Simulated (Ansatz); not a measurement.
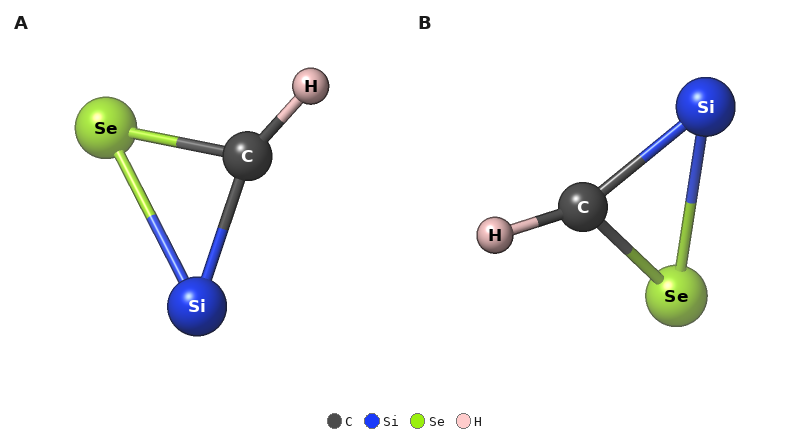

Distant atoms are faded towards the background colour. Charge 0, doublet. Computed geometry: PBE-D4/def2-SVP optimisation. No frequency run is at hand to confirm it as a minimum.

Q: Can A be turned into B by a rotation alone?

A: Yes. They are the same structure, CHSeSi, seen from two directions. With point group Cs it is achiral, so its mirror image would be the same too.
